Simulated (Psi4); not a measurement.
# SiH (SMILES [SiH]) at UCCSD(T)/pcseg-1 (sweep point 2)

Aim: the vertical ionisation energy of SiH at UCCSD(T)/pcseg-1 (sweep point 2), from 2 runs. 

The results are computed with Psi4 1.11.

1 further run of the same task is left out (set aside as unsound or not needed).

### 1 The structure to begin with

SiH has 2 atoms, charge 0, and is taken as a doublet. SMILES: `[SiH]`. Geometry: relaxed at PBE0-D4/def2-TZVP.

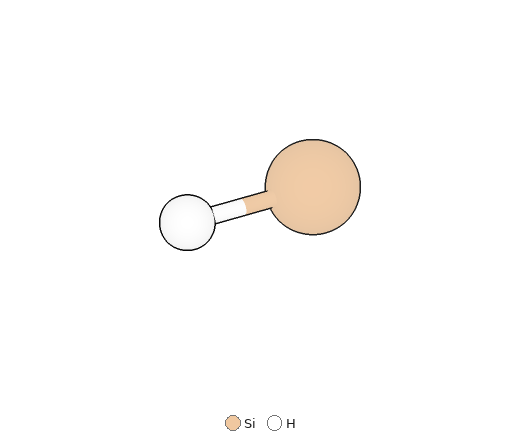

Viewed from a chosen angle; silicon light orange, hydrogen white.

### 2 The energy at UCCSD(T)/pcseg-1 (sweep point 2)

The input, hsi.inp:

```
memory 1.6 GB

molecule {
  0 2
  Si     0.000000     0.000000    -0.007580
  H      0.000000     0.000000     1.524140
  units angstrom
  symmetry c1
}

set {
  reference       uhf
  puream          true
  scf_type        pk
  num_frozen_docc 5
  maxiter         100
}

e_tot, wfn = energy("ccsd(t)/pcseg-1", return_wfn=True)
```

The run is started by

```console
$ psi4 hsi.inp hsi.out -n 1
```

hsi.out:

```text
[...]
  Running in c1 symmetry.
[...]
  Nuclear repulsion =    4.836707067466639
[...]
  Multiplicity = 2
[...]
  Nalpha       = 8
  Nbeta        = 7
[...]
    Number of basis functions: 23
[...]
   @UHF iter   1:  -289.39492481022762   -5.90010e-01   3.11877e-03 ADIIS/DIIS
[...]
   @UHF iter  11:  -289.40174746386367   -2.72848e-12   9.28098e-09 DIIS
[...]
   @S^2 Observed:                7.608798887E-01
[...]
    Orbital Energies [Eh]
    ---------------------
    Alpha Occupied:
       1A    -68.781233     2A     -6.145509     3A     -4.264728
       4A     -4.255104     5A     -4.252559     6A     -0.655132
       7A     -0.387703     8A     -0.294689
    Alpha Virtual:
       9A     -0.005677    10A      0.144588    11A      0.273421
      12A      0.287678    13A      0.323632    14A      0.328634
      15A      0.658328    16A      0.771412    17A      0.780195
      18A      0.781626    19A      0.790784    20A      1.086935
      21A      2.187143    22A      2.189204    23A      2.699145
[...]
  @UHF Final Energy:  -289.40174746386367
   => Energetics <=
    Nuclear Repulsion Energy =              4.8367070674666390
    One-Electron Energy =                -410.8189274824997028
    Two-Electron Energy =                 116.5804729511693836
    Total Energy =                       -289.4017474638636713
  UHF NO Occupations:
  HONO-2 :    6  A 1.9999253
  HONO-1 :    7  A 1.9946208
[...]
 Multipole Moments:
 ------------------------------------------------------------------------------------
     Multipole            Electronic (a.u.)      Nuclear  (a.u.)        Total (a.u.)
 ------------------------------------------------------------------------------------
 L = 1.  Multiply by 2.5417464519 to convert [e a0] to [Debye]
 Dipole X            :          0.0000000            0.0000000            0.0000000
 Dipole Y            :          0.0000000            0.0000000            0.0000000
 Dipole Z            :         -1.2634365            1.3848507            0.1214143
 Magnitude           :                                                    0.1214143
[...]
      * MP2 total energy                      = -289.460371333285877
[...]
      * CCSD total energy                     = -289.481876891249954
[...]
      * CCSD(T) total energy                     = -289.483284059472453
[...]
```

Wall time 4.2 s (1 thread of Intel Xeon at 2.70GHz, shared host); peak memory 0.19 GiB.

### 3 The singlet cation, same level

The input, calc.in:

```
memory 1.6 GB

molecule m {
  1 1
  Si     0.000000     0.000000    -0.007580
  H      0.000000     0.000000     1.524140
  units angstrom
  symmetry c1
}

set globals {
  basis           pcseg-1
  puream          true
  scf_type        pk
  num_frozen_docc 5
}

e, wfn = energy('ccsd(t)', return_wfn=True)
print_variables()
```

The run is started by

```console
$ psi4 -n 1 calc.in calc.out
```

calc.out:

```text
[...]
  Running in c1 symmetry.
[...]
  Nuclear repulsion =    4.836707067466639
[...]
  Multiplicity = 1
[...]
  Nalpha       = 7
  Nbeta        = 7
[...]
    Number of basis functions: 23
[...]
   @RHF iter   1:  -289.10362391773401   -2.98709e-01   5.82466e-03 ADIIS/DIIS
[...]
   @RHF iter   8:  -289.12716221493298   -2.27374e-12   3.33259e-09 DIIS
[...]
    Orbital Energies [Eh]
    ---------------------
    Doubly Occupied:
       1A    -69.140119     2A     -6.494677     3A     -4.603161
       4A     -4.603161     5A     -4.600504     6A     -0.917022
       7A     -0.659558
[...]
  @RHF Final Energy:  -289.12716221493298
   => Energetics <=
    Nuclear Repulsion Energy =              4.8367070674666390
    One-Electron Energy =                -405.8913335411567118
    Two-Electron Energy =                 111.9274642587570696
    Total Energy =                       -289.1271622149329801
[...]
 Multipole Moments:
 ------------------------------------------------------------------------------------
     Multipole            Electronic (a.u.)      Nuclear  (a.u.)        Total (a.u.)
 ------------------------------------------------------------------------------------
 L = 1.  Multiply by 2.5417464519 to convert [e a0] to [Debye]
 Dipole X            :          0.0000000            0.0000000            0.0000000
 Dipole Y            :          0.0000000            0.0000000            0.0000000
 Dipole Z            :         -1.1486611            1.3848507            0.2361896
 Magnitude           :                                                    0.2361896
[...]
      * MP2 total energy                      = -289.181779468039394
[...]
      * CCSD total energy                     = -289.204344538649366
[...]
      * CCSD(T) total energy                  = -289.205315158667759
[...]
```

It took 3.9 s on 1 thread of Intel Xeon at 2.70GHz, shared host; peak memory 0.19 GiB.

### 4 What came out

Level: UCCSD(T)/pcseg-1 (sweep point 2), 5 core orbitals frozen.

| quantity | value |
| --- | --- |
| doublet SiH: total energy | -289.48328 Eh |
| doublet SiH: HOMO energy (Hartree–Fock orbitals) (highest over α and β) | -8.02 eV |
| doublet SiH: LUMO energy (Hartree–Fock orbitals) (lowest over α and β) | -0.15 eV |
| doublet SiH: correlation energy (5 core orbitals frozen) | -81.5 mEh |
| doublet SiH: (T) correction | -1.41 mEh |
| doublet SiH: ⟨S²⟩ of the reference determinant | 0.761 |
| doublet SiH: T1 diagnostic | 0.021 |
| singlet cation: total energy | -289.20532 Eh |
| singlet cation: HOMO energy (Hartree–Fock orbitals) | -17.95 eV |
| singlet cation: LUMO energy (Hartree–Fock orbitals) | -6.98 eV |
| singlet cation: HOMO–LUMO gap (Hartree–Fock orbitals) | 10.97 eV |
| singlet cation: correlation energy (5 core orbitals frozen) | -78.2 mEh |
| singlet cation: (T) correction | -0.97 mEh |
| singlet cation: T1 diagnostic | 0.013 |
| vertical ionisation energy (to the singlet cation) | 7.564 eV |

What this shows: Removing an electron at fixed nuclei costs 7.56 eV (174 kcal/mol). Only the singlet of the ionised species was computed; a triplet could lie lower. The triples (doublet SiH) make up 1.7 % of the correlation energy. The triples (singlet cation) make up 1.2 % of the correlation energy.
